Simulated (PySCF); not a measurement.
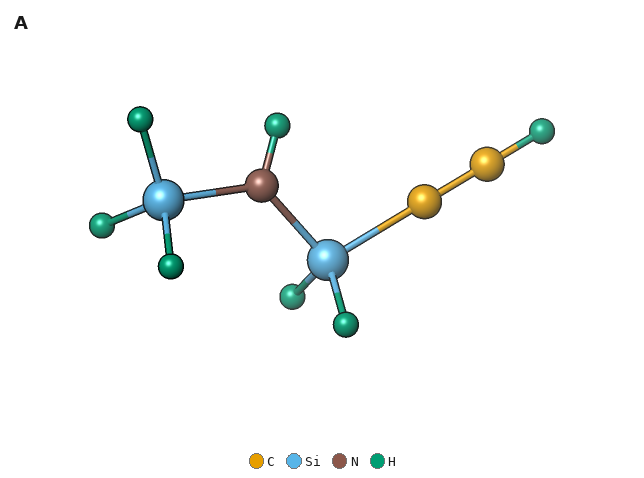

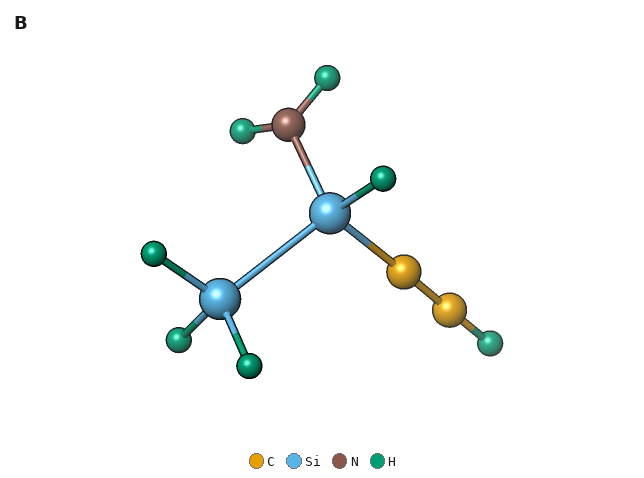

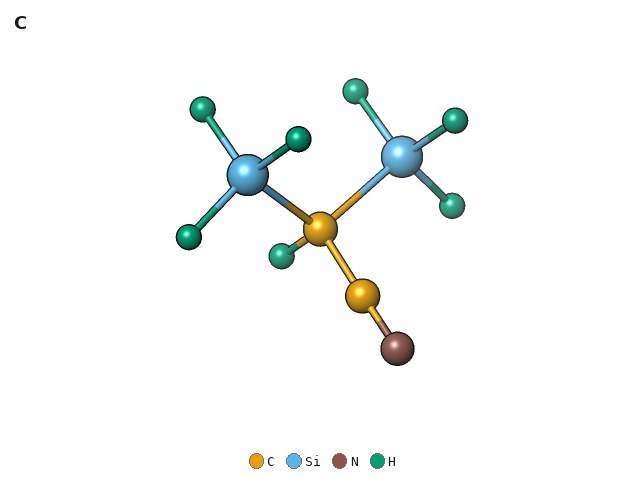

3 stationary structures of one formula. Geometries: GFN2-xTB. Electronic energies: PBE0/pcSseg-1 (PySCF 2.14.0), without zero-point energy. No frequency run is at hand to confirm each as a minimum. Each is one conformer, not always the lowest.

### Which is lowest in energy, and by how much?

C is lowest; A lies 3.0 kcal/mol above it, B lies 11.4 kcal/mol above it. A is `C#C[SiH2]N[SiH3]`, B is `C#C[Si@@H](N)[SiH3]`, C is `N#CC([SiH3])[SiH3]`.

The geometry is semi-empirical. Around Si such bond lengths and angles can be off by a tenth of an ångström or more and by several degrees, and values that hang on the shape move with them.
